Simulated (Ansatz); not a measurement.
System: C₆H₈ (SMILES CC1=CC=CC1).

The calculation's input:

```
crystal:
  periodic: [false, false, false]
  atoms:
    - {symbol: C, position_ang: [2.566450, 1.344067, 0.508445]}
    - {symbol: C, position_ang: [1.310287, 0.535226, 0.492269]}
    - {symbol: C, position_ang: [0.132915, 0.794718, 1.112588]}
    - {symbol: C, position_ang: [-0.830026, -0.274724, 0.820383]}
    - {symbol: C, position_ang: [-0.248105, -1.195414, 0.019387]}
    - {symbol: C, position_ang: [1.166324, -0.765553, -0.263129]}
    - {symbol: H, position_ang: [3.414524, 0.767996, 0.919606]}
    - {symbol: H, position_ang: [2.449536, 2.253264, 1.116817]}
    - {symbol: H, position_ang: [2.862999, 1.653274, -0.509653]}
    - {symbol: H, position_ang: [-0.076164, 1.665528, 1.737426]}
    - {symbol: H, position_ang: [-1.853201, -0.305645, 1.199507]}
    - {symbol: H, position_ang: [-0.703167, -2.105875, -0.371577]}
    - {symbol: H, position_ang: [1.352219, -0.629805, -1.345838]}
    - {symbol: H, position_ang: [1.905673, -1.516445, 0.075607]}
basis:
  gaussian:
    orbitals: def2-SVPD
hamiltonian:
  xc: {name: PBE0}
total_charge: 0
output:
  forces: true
  orbitals: {seedname: orbitals}
```

Command:

```sh
ansatz run input.yaml --threads 2 --pin off --max-ram 4350MiB --events-out events.jsonl --progress --plain --runs-dir runs
```

Geometry: B3LYP-D3(BJ)/def2-SVP.

Method: isolated molecule in a Gaussian basis; Kohn-Sham density functional theory, functional PBE0 (Ansatz).

**Predict the electron density and electron localisation function between the atoms.**

C–C (1.35 Å): ρ is about 2.2 e/Å³ halfway; the ELF peaks at about 0.90 between the atoms: a covalent bond.
C–H (1.09 Å): ρ at the midpoint is about 1.9 e/Å³; the ELF climbs to about 1 towards the hydrogen, as it does in any bond to H; a covalent bond by its length.
C–C (1.47 Å): the density is about 1.8 e/Å³ at the midpoint; the ELF peaks at about 0.95 between the atoms: a shared electron pair.
C–C (1.51 Å): ρ is about 1.7 e/Å³ halfway; the ELF peaks at about 0.95 between the atoms, as expected for localised, covalent bonding.

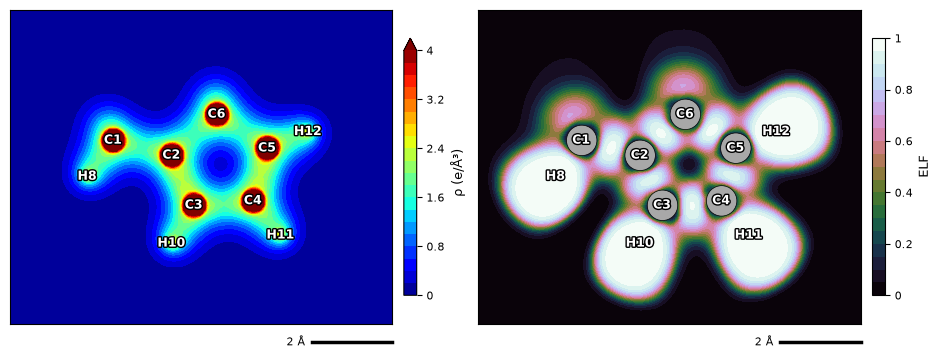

Computed electron density and electron localisation function on the plane of atoms C2, C6 and C5, in this order. Grey discs cover the atomic cores in the ELF map. 
